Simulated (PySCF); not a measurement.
# C4H5Cl (3-chloro-1-butyne): the cost of one run

Programs: PySCF 2.14.0, with routines of our own; each step states its level. All values are computed. Atoms count from 0.

### 1 The system as given

10 atoms, charge 0, multiplicity 1; geometry from: GFN2-xTB.

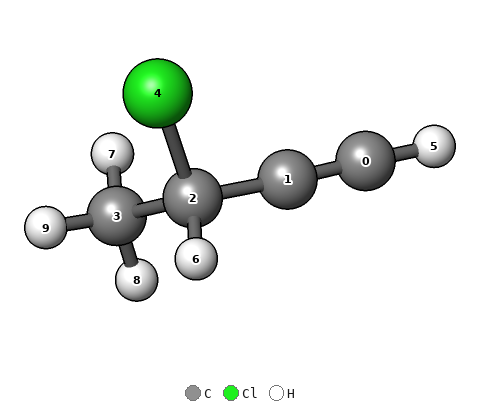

The starting geometry (carbon grey, chlorine green, hydrogen white).

### 2 Geometry optimisation at PBE0-D3(BJ)/def2-TZVP

What the job is given:

```
{"job": {"xc": "PBE0", "basis": "def2-TZVP", "d3": "d3bj", "grid": 2, "kind": "geom"}, "charge": 0, "multiplicity": 1}
C      2.257783     0.351087    -0.133706
C      1.075366     0.427687     0.037261
C     -0.355451     0.530717     0.192848
C     -1.047340    -0.815010     0.040332
Cl    -0.980162     1.677095    -1.068551
H      3.296279     0.276259    -0.261777
H     -0.597201     0.994405     1.153989
H     -0.822259    -1.246627    -0.932021
H     -0.694055    -1.492914     0.815504
H     -2.124079    -0.698047     0.133592
```

Run with:

```bash
OMP_NUM_THREADS=1 python excited_run.py task.json out
```

This one command runs all jobs of the session in turn.

Q: Estimate the wall time and peak memory of this first job on 1 thread of Intel Xeon Platinum 8488C, shared host.

About 95 s, with a peak of 0.79 GiB.
